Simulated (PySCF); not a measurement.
# C₅H₉NOSi: a tour of settings, part 2 of 2

PySCF 2.14.0. Atoms count from 0.

## 4. J couplings: PBE0/6-31G

Job settings and geometry (Å):

```
{"job": {"kind": "j", "xc": "PBE0", "basis": "6-31G"}, "charge": 0, "multiplicity": 1}
C     -2.942122     0.407665     0.057932
O     -2.240376    -0.806930    -0.008361
C     -0.880698    -0.700226    -0.028778
C     -0.020592    -1.829606    -0.100597
C      1.251720    -1.347852    -0.105979
N      1.234872     0.017605    -0.045105
Si     2.637819     1.051716     0.043403
C     -0.085997     0.409710     0.006234
H     -2.724239     1.042457    -0.808358
H     -3.999853     0.148970     0.061187
H     -2.697765     0.959747     0.972517
H     -0.334999    -2.852255    -0.143775
H      2.183630    -1.876175    -0.150736
H      3.215371     0.958537     1.386926
H      2.148710     2.398608    -0.236914
H      3.579782     0.579316    -0.970106
H     -0.332260     1.450743     0.060600
```

Level: PBE0/6-31G indirect spin-spin coupling, non-relativistic, gas phase.

Log:

```text
coarse grid: 14784 points
cycle   1  E = -614.7509556065  dE =  1.502e+00  |g| = 4.974e-01  |ddm| = 4.136e+00
cycle   2  E = -614.7066869345  dE =  4.427e-02  |g| = 6.976e-01  |ddm| = 1.587e+00
cycle   3  E = -614.8083783190  dE = -1.017e-01  |g| = 1.128e-01  |ddm| = 9.523e-01
cycle   4  E = -614.8111592977  dE = -2.781e-03  |g| = 3.644e-02  |ddm| = 1.624e-01
cycle   5  E = -614.8114265875  dE = -2.673e-04  |g| = 1.616e-02  |ddm| = 5.022e-02
cycle   6  E = -614.8114909348  dE = -6.435e-05  |g| = 1.880e-03  |ddm| = 1.869e-02
cycle   7  E = -614.8114916014  dE = -6.667e-07  |g| = 8.831e-04  |ddm| = 2.610e-03
final grid: 138520 points
cycle   8  E = -614.7340781962  dE = -1.705e-05  |g| = 9.851e-03  |ddm| = 2.808e-02
cycle   9  E = -614.7340567121  dE =  2.148e-05  |g| = 1.444e-02  |ddm| = 2.274e-02
cycle  10  E = -614.7340993024  dE = -4.259e-05  |g| = 1.777e-03  |ddm| = 1.495e-02
cycle  11  E = -614.7341001050  dE = -8.026e-07  |g| = 3.124e-04  |ddm| = 2.541e-03
cycle  12  E = -614.7341001278  dE = -2.274e-08  |g| = 9.366e-05  |ddm| = 4.246e-04
cycle  13  E = -614.7341001298  dE = -2.054e-09  |g| = 2.661e-05  |ddm| = 1.226e-04
cycle  14  E = -614.7341001300  dE = -1.487e-10  |g| = 7.708e-06  |ddm| = 3.001e-05
converged SCF energy = -614.7341001300

Indirect spin-spin couplings (Hz)
  i      j    bonds     total        FC       PSO       DSO        SD
  0 C    1 O    1     16.478    17.208    -0.595    -0.135         -
  0 C    2 C    2     -2.098    -1.808    -0.285    -0.005         -
  0 C    3 C    3      4.179     4.233     0.032    -0.086         -
  0 C    7 C    3      4.129     4.134    -0.050     0.045         -
  0 C    8 H    1    150.174   148.841     0.446     0.886         -
  0 C    9 H    1    154.198   152.939     0.431     0.828         -
  0 C   10 H    1    150.194   148.861     0.447     0.886         -
  0 C   11 H    4     -0.595    -0.372     0.113    -0.336         -
  0 C   12 H    5      0.254     0.462     0.104    -0.312         -
  0 C   16 H    4      0.466     0.295    -0.082     0.252         -
  1 O    2 C    1     16.169    14.046     2.315    -0.192         -
  1 O    3 C    2    -10.385   -10.870     0.492    -0.007         -
  1 O    4 C    3     -1.892    -2.012     0.079     0.040         -
  1 O    5 N    3     -0.164     0.055    -0.313    -0.014     0.108
  1 O    6 Si   4     -0.245    -0.394     0.103    -0.024     0.069
  1 O    7 C    2      2.943     1.288     1.650     0.005         -
  1 O    8 H    2     -2.244    -1.710    -0.625     0.091         -
  1 O    9 H    2    -12.180   -11.594    -0.637     0.051         -
  1 O   10 H    2     -2.275    -1.741    -0.625     0.091         -
  1 O   11 H    3      0.304     0.283     0.042    -0.021         -
  1 O   12 H    4     -0.964    -1.163     0.006     0.194         -
  1 O   16 H    3      0.009    -0.172     0.119     0.063         -
  2 C    3 C    1     85.000    88.786    -4.122     0.336         -
  2 C    4 C    2      2.588     2.395     0.134     0.059         -
  2 C    5 N    2     -5.163    -4.589    -0.162    -0.030    -0.383
  2 C    6 Si   3     -3.263    -3.135    -0.124     0.048    -0.053
  2 C    7 C    1     98.827   104.396    -5.928     0.359         -
  2 C    8 H    3      1.304     1.409    -0.193     0.088         -
  2 C    9 H    3     10.912    11.392     0.033    -0.514         -
  2 C   10 H    3      1.230     1.338    -0.192     0.085         -
  2 C   11 H    2     -4.386    -3.569    -0.633    -0.184         -
  2 C   12 H    3      8.740     9.106     0.100    -0.467         -
  2 C   13 H    4      0.445     0.587     0.050    -0.192         -
  2 C   14 H    4     -0.158    -0.083     0.084    -0.159         -
  2 C   15 H    4      0.739     0.916     0.055    -0.233         -
  2 C   16 H    2     -1.657    -0.468    -0.939    -0.250         -
  3 C    4 C    1     90.574    96.459    -6.165     0.280         -
  3 C    5 N    2     -1.866    -1.715     0.207    -0.013    -0.343
  3 C    6 Si   3     -2.336    -2.041    -0.241     0.062    -0.115
  3 C    7 C    2      3.142     3.159    -0.048     0.031         -
  3 C    8 H    4     -0.375    -0.201     0.076    -0.251         -
  3 C    9 H    4     -0.385    -0.164     0.093    -0.315         -
  3 C   10 H    4     -0.374    -0.198     0.076    -0.252         -
  3 C   11 H    1    168.666   167.014     0.556     1.095         -
  3 C   12 H    2      0.777     2.029    -0.844    -0.408         -
  3 C   13 H    4      0.178     0.344     0.052    -0.218         -
  3 C   14 H    4      0.555     0.801     0.059    -0.306         -
  3 C   16 H    3      5.803     6.277     0.067    -0.540         -
  4 C    5 N    1    -14.811   -17.372     2.834    -0.141    -0.132
  4 C    6 Si   2     -1.772    -1.849     0.070     0.020    -0.013
  4 C    7 C    2      2.696     3.059    -0.383     0.021         -
  4 C    8 H    5     -0.375    -0.198     0.039    -0.216         -
  4 C   10 H    5     -0.381    -0.203     0.040    -0.217         -
  4 C   11 H    2      1.102     2.365    -0.894    -0.369         -
  4 C   12 H    1    176.584   174.931     0.459     1.194         -
  4 C   13 H    3      0.125     0.257    -0.057    -0.074         -
  4 C   14 H    3      4.512     4.924     0.012    -0.424         -
  4 C   15 H    3      1.171     1.209    -0.099     0.061         -
  4 C   16 H    3      4.621     5.172     0.021    -0.572         -
  5 N    6 Si   1     16.939    17.591    -1.214     0.057     0.505
  5 N    7 C    1    -17.547   -19.701     2.289    -0.147     0.012
  5 N   11 H    3     -4.374    -4.572    -0.002     0.198     0.001
  5 N   12 H    2     -3.741    -4.245     0.434     0.057     0.013
  5 N   13 H    2     -1.790    -1.774    -0.053     0.031     0.006
  5 N   14 H    2     -1.075    -1.106     0.022     0.008     0.001
  5 N   15 H    2     -1.766    -1.780    -0.008     0.019     0.004
  5 N   16 H    2     -3.458    -3.817     0.325     0.034     0.001
  6 Si   7 C    2     -2.995    -3.129     0.141     0.016    -0.023
  6 Si  11 H    4     -1.029    -1.103    -0.155     0.258    -0.030
  6 Si  12 H    3     -2.339    -2.320    -0.040    -0.004     0.025
  6 Si  13 H    1   -203.090  -203.851     1.396    -0.282    -0.353
  6 Si  14 H    1   -199.723  -200.370     1.237    -0.292    -0.298
  6 Si  15 H    1   -203.335  -204.044     1.321    -0.285    -0.326
  6 Si  16 H    3     -2.228    -2.216    -0.035    -0.015     0.038
  7 C    8 H    4      0.721     0.518    -0.098     0.301         -
  7 C    9 H    4     -0.411    -0.154     0.050    -0.306         -
  7 C   10 H    4      0.726     0.525    -0.097     0.298         -
  7 C   11 H    3      4.843     5.263     0.111    -0.530         -
  7 C   12 H    3      3.068     3.596     0.044    -0.572         -
  7 C   13 H    3      0.401     0.619    -0.019    -0.199         -
  7 C   14 H    3      2.276     2.218    -0.118     0.177         -
  7 C   15 H    3      3.059     3.392     0.002    -0.335         -
  7 C   16 H    1    175.683   173.752     0.614     1.317         -
  8 H    9 H    2    -18.055   -16.631     0.928    -2.352         -
  8 H   10 H    2    -14.824   -13.629     0.905    -2.100         -
  8 H   11 H    5     -0.807    -0.043     0.394    -1.158         -
  8 H   12 H    6     -0.615     0.060     0.368    -1.043         -
  8 H   13 H    7     -0.301     0.083     0.153    -0.538         -
  8 H   14 H    7      0.214     0.010    -0.042     0.246         -
  8 H   15 H    7     -0.310     0.022     0.101    -0.433         -
  8 H   16 H    5      0.868    -0.220    -0.664     1.752         -
  9 H   10 H    2    -18.010   -16.583     0.930    -2.356         -
  9 H   11 H    5     -0.622     0.004     0.291    -0.917         -
  9 H   12 H    6     -0.509     0.219     0.393    -1.121         -
  9 H   13 H    7     -0.460    -0.007     0.217    -0.669         -
  9 H   14 H    7     -0.311    -0.002     0.212    -0.521         -
  9 H   15 H    7     -0.515     0.001     0.231    -0.747         -
  9 H   16 H    5     -0.555     0.126     0.376    -1.057         -
 10 H   11 H    5     -0.807    -0.041     0.395    -1.161         -
 10 H   12 H    6     -0.616     0.060     0.369    -1.045         -
 10 H   15 H    7     -0.451     0.039     0.174    -0.664         -
 10 H   16 H    5      0.871    -0.210    -0.661     1.742         -
 11 H   12 H    3      4.011     4.722     0.233    -0.943         -
 11 H   13 H    5     -1.033    -0.411     0.305    -0.927         -
 11 H   14 H    5     -0.428     0.443     0.386    -1.257         -
 11 H   15 H    5     -0.870    -0.313     0.302    -0.860         -
 11 H   16 H    4     -0.274     1.172     0.730    -2.176         -
 12 H   13 H    4     -0.234    -0.211    -0.087     0.064         -
 12 H   14 H    4     -1.298     0.115     0.298    -1.711         -
 12 H   15 H    4      0.590    -0.070    -0.318     0.978         -
 12 H   16 H    4      0.841     2.326     0.738    -2.223         -
 13 H   14 H    2      0.702     2.646     0.091    -2.036         -
 13 H   15 H    2      5.499     7.407     0.115    -2.022         -
 13 H   16 H    4     -0.588    -0.003     0.078    -0.662         -
 14 H   15 H    2     -3.536    -1.505     0.077    -2.108         -
 14 H   16 H    4      1.123    -0.076    -0.521     1.720         -
 15 H   16 H    4     -1.004     0.084     0.212    -1.300         -
```

Wall time 26 s (1 thread, shared host).

The basis is not made for couplings: without tight functions at the nuclei these values are rough.

A choice of the couplings up to four bonds, sorted by the number of bonds, with means over like pairs; isotopes 13C, 1H, 15N, 17O, 29Si:

| pair | bonds | J (Hz) | Fermi contact (Hz) | dihedral (°) |
| --- | --- | --- | --- | --- |
| Si6–H13 | 1 | -202.0 | -202.8 | – |
| C4–H12 | 1 | 176.6 | 174.9 | – |
| C7–H16 | 1 | 175.7 | 173.8 | – |
| C3–H11 | 1 | 168.7 | 167.0 | – |
| C0–H8 | 1 | 151.5 | 150.2 | – |
| C2–C7 | 1 | 98.8 | 104.4 | – |
| C3–C4 | 1 | 90.6 | 96.5 | – |
| C2–C3 | 1 | 85.0 | 88.8 | – |
| N5–C7 | 1 | -17.5 | -19.7 | – |
| H8–H9 | 2 | -17.0 | -15.6 | – |
| O1–C3 | 2 | -10.4 | -10.9 | – |
| O1–H8 | 2 | -5.6 | -5.0 | – |
| C2–N5 | 2 | -5.2 | -4.6 | – |
| C2–H11 | 2 | -4.4 | -3.6 | – |
| N5–H12 | 2 | -3.7 | -4.2 | – |
| N5–H16 | 2 | -3.5 | -3.8 | – |
| C3–C7 | 2 | 3.1 | 3.2 | – |
| Si6–C7 | 2 | -3.0 | -3.1 | – |
| C2–H12 | 3 | 8.7 | 9.1 | 180 |
| C3–H16 | 3 | 5.8 | 6.3 | -180 |
| C7–H11 | 3 | 4.8 | 5.3 | -180 |
| C4–H16 | 3 | 4.6 | 5.2 | 180 |
| C2–H8 | 3 | 4.5 | 4.7 | – |
| N5–H11 | 3 | -4.4 | -4.6 | 180 |
| C0–C3 | 3 | 4.2 | 4.2 | -180 |
| C0–C7 | 3 | 4.1 | 4.1 | 0 |
| H11–H12 | 3 | 4.0 | 4.7 | 0 |
| Si6–H11 | 4 | -1.0 | -1.1 | – |

The spin-dipole term was solved for some atoms only; pairs without it lack that part.

The response was solved for the nuclei of C, H, N, Si alone, so couplings that need other nuclei can be missing.

Quadrupole couplings from the field gradients of the same density:

| atom | isotope | eQq/h (MHz) | η |
| --- | --- | --- | --- |
| O1 | 17O | -11.2 | 0.86 |
| N5 | 14N | -2.759 | 0.35 |

Shifts (PBE0/pcSseg-1, scaled to CDCl3 for protons on carbon, raw for the others) and these couplings together give the proton spectrum at 300 MHz below.

¹H NMR δ 6.29 (d, J = 4.0 Hz, 1H), 6.12 (d, J = 4.0 Hz, 1H), 5.62 (s, 1H), 5.06 (s, 3H), 3.69 (s, 3H).

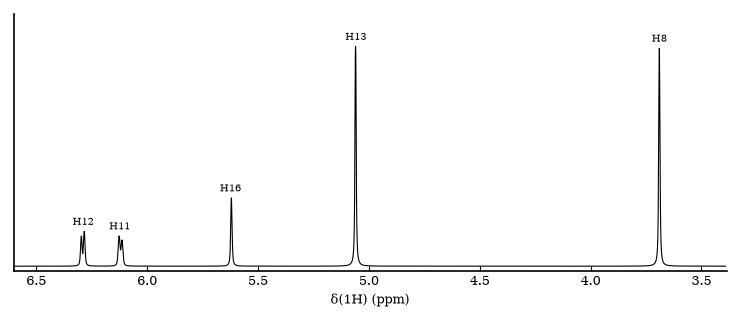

Simulated proton spectrum at 300 MHz, by exact diagonalisation of each spin system; lines 1.2 Hz wide, exchangeable protons uncoupled.

## 5. Nuclear shieldings: LDA/STO-3G

Settings changed since step 4:

```diff
@@ -1,2 +1,2 @@
-{"job": {"kind": "j", "xc": "PBE0", "basis": "6-31G"}, "charge": 0, "multiplicity": 1}
+{"job": {"kind": "nmr", "xc": "LDA", "basis": "STO-3G", "pop": true}, "charge": 0, "multiplicity": 1}
 C     -2.942122     0.407665     0.057932
```

Method: GIAO LDA/STO-3G NMR shielding, non-relativistic, gas phase.

Log:

```text
coarse grid: 14784 points
cycle   1  E = -603.9712222221  dE =  1.177e+00  |g| = 4.504e-01  |ddm| = 5.623e+00
cycle   2  E = -603.8851452046  dE =  8.608e-02  |g| = 7.280e-01  |ddm| = 1.639e+00
cycle   3  E = -604.0327796008  dE = -1.476e-01  |g| = 1.537e-01  |ddm| = 1.059e+00
cycle   4  E = -604.0393323448  dE = -6.553e-03  |g| = 6.496e-02  |ddm| = 2.997e-01
cycle   5  E = -604.0406107074  dE = -1.278e-03  |g| = 1.747e-02  |ddm| = 1.120e-01
cycle   6  E = -604.0407025379  dE = -9.183e-05  |g| = 5.120e-03  |ddm| = 2.843e-02
cycle   7  E = -604.0407104092  dE = -7.871e-06  |g| = 1.017e-03  |ddm| = 7.616e-03
final grid: 138520 points
cycle   8  E = -603.9479075420  dE = -6.514e-06  |g| = 4.283e-03  |ddm| = 1.447e-02
cycle   9  E = -603.9478946746  dE =  1.287e-05  |g| = 7.699e-03  |ddm| = 1.624e-02
cycle  10  E = -603.9479122401  dE = -1.757e-05  |g| = 1.775e-03  |ddm| = 1.255e-02
cycle  11  E = -603.9479133179  dE = -1.078e-06  |g| = 3.247e-04  |ddm| = 2.965e-03
cycle  12  E = -603.9479133498  dE = -3.182e-08  |g| = 8.757e-05  |ddm| = 5.167e-04
cycle  13  E = -603.9479133520  dE = -2.243e-09  |g| = 2.599e-05  |ddm| = 1.412e-04
cycle  14  E = -603.9479133522  dE = -2.130e-10  |g| = 5.840e-06  |ddm| = 4.246e-05
converged SCF energy = -603.9479133522

GIAO shielding tensors (ppm)
atom      isotropic    diamagn.    paramagn.     s11        s22        s33       span
  0 C      182.834     246.622     -63.788    159.688    159.856    228.959     69.270
  1 O      312.856     371.166     -58.310    208.904    357.015    372.649    163.745
  2 C      115.305     261.945    -146.640     83.670    108.411    153.833     70.163
  3 C      142.661     259.478    -116.817     93.314    131.564    203.105    109.791
  4 C      131.470     259.433    -127.963     83.566    132.711    178.133     94.567
  5 N      235.662     316.808     -81.145    163.233    260.337    283.417    120.184
  6 Si     547.178     869.622    -322.444    501.787    518.983    620.765    118.979
  7 C      139.745     261.049    -121.304     98.734    142.915    177.585     78.851
  8 H       30.169      31.263      -1.093     26.025     28.720     35.763      9.739
  9 H       29.798      27.762       2.037     25.188     26.965     37.242     12.054
 10 H       30.172      31.289      -1.116     26.043     28.701     35.774      9.731
 11 H       27.493      31.692      -4.198     23.314     27.817     31.348      8.034
 12 H       27.808      32.525      -4.717     23.175     28.795     31.455      8.280
 13 H       29.504      30.240      -0.736     25.346     26.923     36.243     10.897
 14 H       29.576      31.307      -1.730     24.482     28.475     35.773     11.291
 15 H       29.485      30.082      -0.597     24.831     27.503     36.122     11.291
 16 H       28.482      37.046      -8.563     23.081     30.809     31.557      8.475
```

Run time: 12 s. Hardware: 1 thread, shared host.

In short: δ C2 119.3, C4 103.1, C7 94.8, C3 91.9, H11 5.19, H12 4.87 ppm.

## 6. Excited states and response: PBE0/6-311G**

Settings changed since step 5:

```diff
@@ -1,2 +1,2 @@
-{"job": {"kind": "nmr", "xc": "LDA", "basis": "STO-3G", "pop": true}, "charge": 0, "multiplicity": 1}
+{"job": {"kind": "uv", "xc": "PBE0", "basis": "6-311G**", "nstates": 12, "ntriplets": 2, "tda": false}, "charge": 0, "multiplicity": 1}
 C     -2.942122     0.407665     0.057932
```

With the program's defaults for keys left out, this is: TDDFT PBE0/6-311G**, vertical, gas phase, core orbitals frozen in the response.

Log:

```text
coarse grid: 14784 points
cycle   1  E = -614.9157848726  dE =  1.370e+00  |g| = 5.570e-01  |ddm| = 3.475e+00
cycle   2  E = -614.8697923698  dE =  4.599e-02  |g| = 7.397e-01  |ddm| = 1.317e+00
cycle   3  E = -614.9767781094  dE = -1.070e-01  |g| = 1.317e-01  |ddm| = 8.648e-01
cycle   4  E = -614.9797320755  dE = -2.954e-03  |g| = 5.899e-02  |ddm| = 1.366e-01
cycle   5  E = -614.9804810186  dE = -7.489e-04  |g| = 1.504e-02  |ddm| = 5.020e-02
cycle   6  E = -614.9805232355  dE = -4.222e-05  |g| = 5.430e-03  |ddm| = 1.298e-02
cycle   7  E = -614.9805293205  dE = -6.085e-06  |g| = 7.896e-04  |ddm| = 4.309e-03
final grid: 138520 points
cycle   8  E = -614.9786584679  dE = -4.370e-05  |g| = 1.104e-02  |ddm| = 3.784e-02
cycle   9  E = -614.9786319486  dE =  2.652e-05  |g| = 1.631e-02  |ddm| = 1.747e-02
cycle  10  E = -614.9786805210  dE = -4.857e-05  |g| = 1.808e-03  |ddm| = 1.180e-02
cycle  11  E = -614.9786812474  dE = -7.264e-07  |g| = 4.513e-04  |ddm| = 2.077e-03
cycle  12  E = -614.9786812865  dE = -3.903e-08  |g| = 2.211e-04  |ddm| = 4.755e-04
cycle  13  E = -614.9786812974  dE = -1.095e-08  |g| = 3.332e-05  |ddm| = 1.746e-04
cycle  14  E = -614.9786812976  dE = -1.787e-10  |g| = 1.522e-05  |ddm| = 3.134e-05
converged SCF energy = -614.9786812976

Static polarisability (au): isotropic 84.767, principal 57.504 87.575 109.222

Singlet excitations
state   eV       nm        f      main configurations
  1   4.9184    252.1   0.00058   H->L 0.99
  2   5.6751    218.5   0.00321   H-1->L 0.96
  3   5.7377    216.1   0.03879   H->L+1 0.80, H->L+2 0.08
  4   5.9391    208.8   0.02943   H->L+2 0.89, H->L+1 0.09
  5   6.3334    195.8   0.01878   H->L+3 0.86, H->L+5 0.10
  6   6.5369    189.7   0.03673   H->L+4 0.85
  7   6.6274    187.1   0.16217   H-1->L+1 0.77
  8   6.6605    186.1   0.02051   H-1->L+2 0.86
  9   6.7151    184.6   0.01182   H->L+5 0.84
 10   7.2057    172.1   0.01349   H-1->L+3 0.90
 11   7.3334    169.1   0.03457   H-1->L+4 0.75, H->L+7 0.09
 12   7.3761    168.1   0.00651   H->L+6 0.63, H->L+8 0.23, H-1->L+4 0.09

Triplet excitations (Tamm-Dancoff, eV): 4.2011 4.8657
```

Wall time 57 s (1 thread, shared host).

Key values: HOMO -5.73 eV, LUMO 0.24 eV; lowest singlet 4.92 eV.

## 7. Run by run: NMR shifts

Shifts (ppm) of some atoms, chosen among heavy atoms and hydrogens apart, means over like atoms, with basis size and wall time:

```csv
run,C2,C4,H12,H13,O1,N5,Si6,functions,time
PBE0/pcSseg-1,159.2,126.8,6.56,5.06,75.7,145.2,-50.5,188,51 s
LDA/STO-3G,119.3,103.1,4.87,3.16,28.4,60.5,-71.2,53,12 s
```

## 8. Side by side: electronic excitations

Excitations and ground-state properties, with basis size and wall time:

```csv
run,lowest singlet (eV),brightest (eV),f,gap (eV),α (Å³),μ (D),functions,time
PBE0/def2-SVPD,5.00,5.60,0.030,6.04,14.09,2.10,239,69 s
PBE0/6-311G**,4.92,6.63,0.162,5.97,12.56,2.20,206,57 s
```

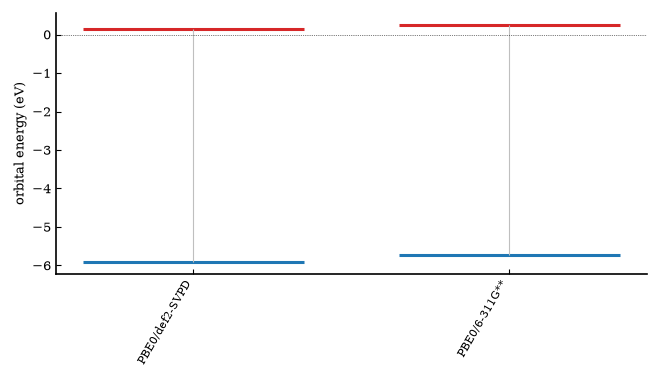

HOMO (blue) and LUMO (red) run by run.

## 9. Results

What follows sums up all 2 parts.

```
                                                              quantity                                            value
                                ¹³C shifts against TMS (PBE0/pcSseg-1)             159.2, 126.8, 111.3, 106.0, 57.8 ppm
¹H shifts against TMS (PBE0/pcSseg-1, means over atoms taken as alike)                 6.56, 6.38, 5.85, 5.06, 3.80 ppm
                                ¹⁷O shifts against H2O (PBE0/pcSseg-1)                                         75.7 ppm
                                ¹⁵N shifts against NH3 (PBE0/pcSseg-1)                                        145.2 ppm
                               ²⁹Si shifts against TMS (PBE0/pcSseg-1)                                        -50.5 ppm
                                 surface potential, 1st and 99th percentile                               -1.40 V and 1.50 V
                                       lowest singlet (PBE0/def2-SVPD)                      5.00 eV (248 nm), f = 0.001
                              brightest single state of those computed                      state 2, 5.60 eV, f = 0.030
                                                        lowest triplet                                          4.18 eV
                            largest coupling of the table (PBE0/6-31G)                      ¹J(Si,H) Si6–H13, -202.0 Hz
                                              range of the shift of N5                                60.5 to 145.2 ppm
                                           range of the lowest singlet                                  4.92 to 5.00 eV
                                         property runs in this session  5, of which 0 failed and 1 gave unsound results
```

**Reading.** Single values in the summary come from the first run of each kind that ended normally (PBE0/pcSseg-1; PBE0/def2-SVPD; PBE0/6-31G), which need not be the best level. At PBE0/pcSseg-1: Shielding is most anisotropic at N5 (span 183 ppm, paramagnetic term -210 ppm). NICS(1)zz of -26 ppm above the planar ring from C2 marks a diatropic (aromatic) ring current. The first singlet state (HOMO→LUMO 0.99) lies at 5.00 eV and is dark; of the 6 states computed, the strongest absorption comes from state 2 at 5.60 eV. The lowest triplet lies 0.82 eV below the lowest singlet (triplets in Tamm-Dancoff, singlets in full TDDFT). Of the pairs tabulated at PBE0/6-31G, Si6–H13 (mean over like pairs) couples most strongly (-202.0 Hz; Fermi contact -202.8 Hz). Couplings across rotatable bonds belong to this one conformer; where others are populated, the observed values are averages. Across the 2 runs the shift of N5 moves most, between 60.5 (LDA/STO-3G) and 145.2 ppm (PBE0/pcSseg-1). A minimal basis is unusable for shieldings, so that end is no result. The lowest singlet runs from 4.92 eV (PBE0/6-311G**) to 5.00 eV (PBE0/def2-SVPD), while the orbital gap spans 5.97 to 6.04 eV. The lowest state need not be the same one in every run. The runs solved for a few states only, so the brightest column depends on that window. Couplings from bases without tight functions are rough.
